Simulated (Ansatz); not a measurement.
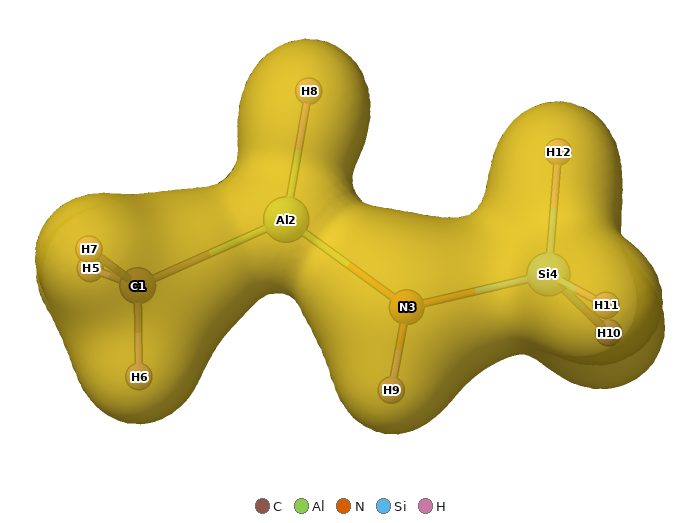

Figure 1: CH₈AlNSi (SMILES [CH3][AlH][NH][SiH3]). Isosurface of the total electron density at 0.2 e/Å³ (yellow), seen across its widest extent.

Geometry: BLYP-D3(BJ)/def2-SVP.

Theory: Ansatz 0.2.0, isolated molecule in a Gaussian basis; Kohn-Sham density functional theory, functional PBE0.

```xyz
12

C    -1.0512   -0.7730   -1.0202
Al    0.6668   -0.6331   -0.0701
N     0.7493   -1.0483    1.6898
Si    2.1080   -1.0272    2.8087
H    -0.9744   -1.4772   -1.8770
H    -1.8847   -1.1195   -0.3747
H    -1.3460    0.2084   -1.4515
H     2.0259   -0.1679   -0.7548
H    -0.1347   -1.3480    2.1228
H     2.3812   -2.3853    3.3989
H     1.8805   -0.0882    3.9636
H     3.3158   -0.5764    2.0457
```

Q: What does this surface tell about the bonding?

A: At this value the surface is in one piece. It bridges the sampled Si–N (1.76 Å), Al–N (1.81 Å), C–Al (1.97 Å) and N–H (1.03 Å) contacts, where the density stays above the isovalue. On the grid the lowest density along these lines, outside the cores, is 0.87 e/Å³ (Si–N, 1.76 Å), 0.68 e/Å³ (Al–N, 1.81 Å), 0.6 e/Å³ (C–Al, 1.97 Å) and 2.1 e/Å³ (N–H, 1.03 Å).
